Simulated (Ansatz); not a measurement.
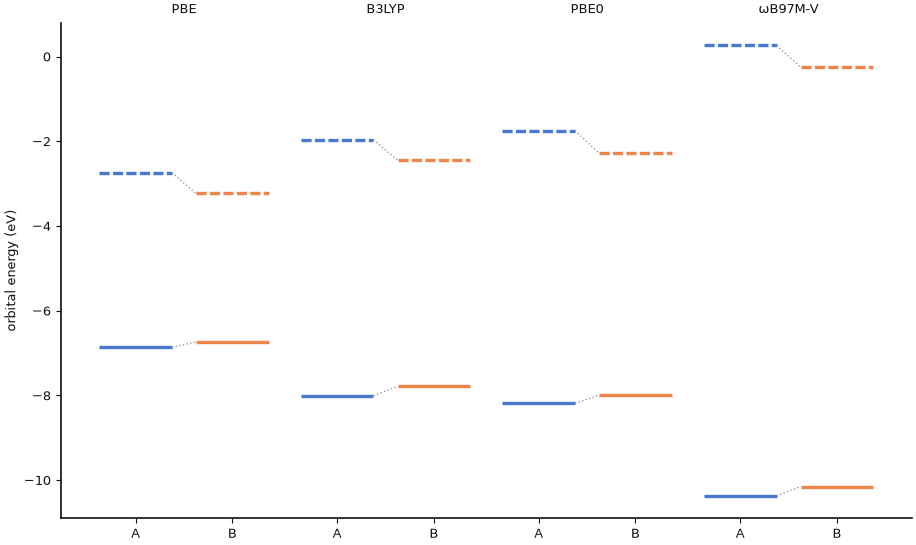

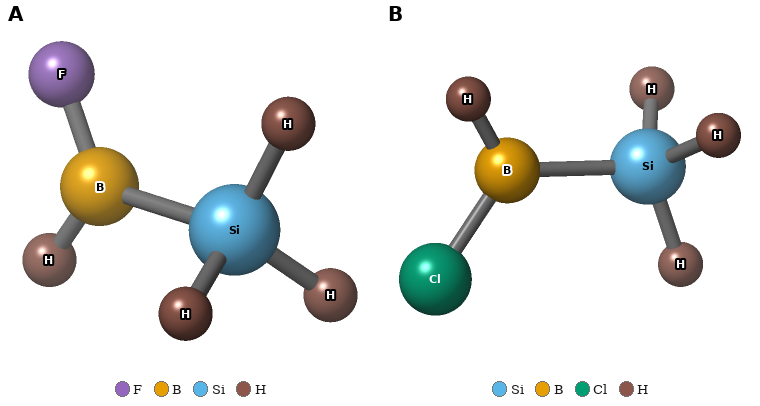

One change: A, BSiH₄F (SMILES FB[SiH3]), becomes B, BSiH₄Cl (SMILES [SiH3]BCl). F on B is replaced by Cl. HOMO (solid) and LUMO (dashed) computed in def2-TZVPP at PBE0-D4/def2-TZVP geometries, both minima by their frequencies, gas phase, the Ansatz code. Empty levels above zero depend strongly on the basis.

### What does the change do to HOMO and LUMO?

PBE: the HOMO rises by 0.13 eV, the LUMO falls by 0.49 eV, and the separation goes from 4.12 to 3.50 eV. B3LYP: the HOMO rises by 0.22 eV, the LUMO falls by 0.49 eV, and the separation goes from 6.04 to 5.34 eV. PBE0: the HOMO rises by 0.20 eV, the LUMO falls by 0.54 eV, and the separation goes from 6.44 to 5.71 eV. ωB97M-V: the HOMO rises by 0.22 eV, the LUMO falls by 0.51 eV, and the separation goes from 10.63 to 9.90 eV.

### Do the functionals agree on the effect?

They agree on the direction for both levels; the HOMO shift lies between 0.13 and 0.22 eV and the LUMO shift between −0.54 and −0.49 eV, while the separations themselves differ by up to 6.5 eV between functionals.
